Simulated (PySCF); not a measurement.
Ge(Cl)3(Et), SMILES C[CH2][Ge]([Cl])([Cl])[Cl] at its PBE0/def2-SVP optimised geometry (Å):

```
11

C     -0.4159     0.8004     1.2037
C     -0.8746    -0.0101     0.0000
Ge    -0.1782    -1.8184     0.0000
Cl    -0.8153    -2.8875     1.7526
Cl    -0.8331    -2.9254    -1.7182
Cl     1.9713    -1.8184     0.0000
H      0.6805     0.8885     1.2355
H     -0.8328     1.8184     1.1665
H     -0.7433     0.3391     2.1476
H     -0.5511     0.4391    -0.9528
H     -1.9713    -0.1093    -0.0414
```

Level of theory: PBE0/def2-TZVP in PySCF. Cells within 0.4 Å of a nucleus heavier than hydrogen are left out (blank, or x).

Map of the LUMO amplitude (bohr^(-3/2)) on the plane z = 0.0 Å; orbital energy -1.17 eV, overall sign arbitrary:

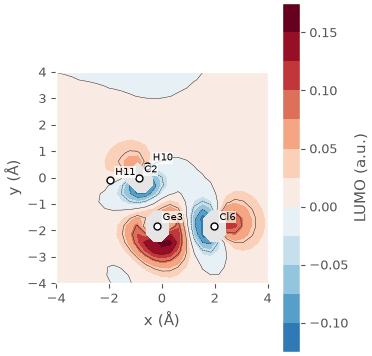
LUMO amplitude (bohr^(-3/2)) on the plane z = 0.0 Å.
